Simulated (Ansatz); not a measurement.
# Direct or indirect: NaCl (Fm-3m)

Space group Fm-3m (No. 225). a = 5.620 Å, b = 5.620 Å, c = 5.620 Å, α = 90.00°, β = 90.00°, γ = 90.00°
| atom | site | symmetry | x | y | z |
| --- | --- | --- | --- | --- | --- |
| Cl | 4b | m-3m | 0.5000 | 0.0000 | 0.0000 |
| Na | 4a | m-3m | 0.0000 | 0.0000 | 0.0000 |

Method: Ansatz, PBE, independent particles, without spin-orbit coupling, line width 0.15 eV (Gaussian). The band structure gives a fundamental gap of 5.15 eV. The spectrum of vertical transitions near the edge:

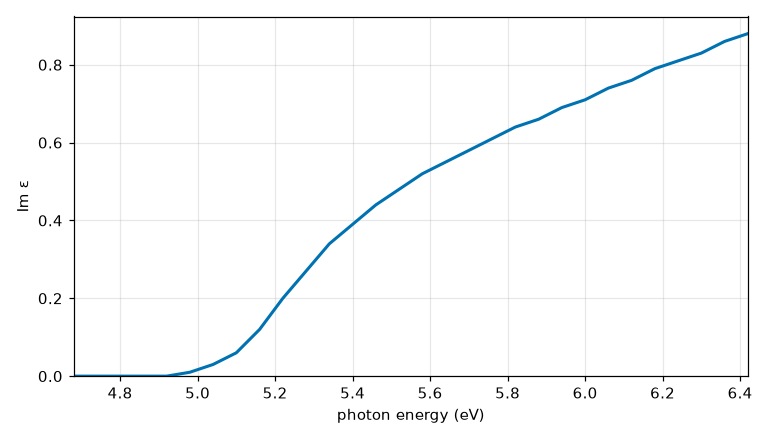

Q: Is the gap direct or indirect, and about where do vertical transitions set in?

A: Direct: the band path has its least direct gap at the fundamental one, 5.15 eV, and the curves rise from there. Lines are broadened by 0.15 eV, which spreads the edge.
